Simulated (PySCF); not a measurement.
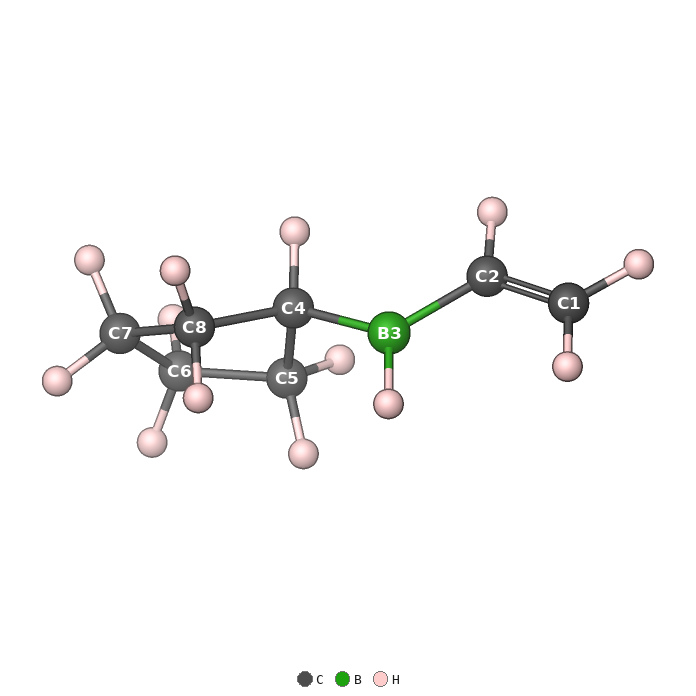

Atoms fade into the background with distance from the viewer. The geometry was computed by an optimisation with PBE0-D3(BJ)/def2-SVP. No frequency run is at hand to confirm it as a minimum.

**What is the conformation of the ring C4–C5–C6–C7–C8?**

It is between envelope and twist. The Cremer–Pople amplitude Q is 0.42 Å.

**Give the torsion angles round the ring, beginning with the bond from its second to its third atom.**

−22°, −4°, 28°, −41°, 39°.
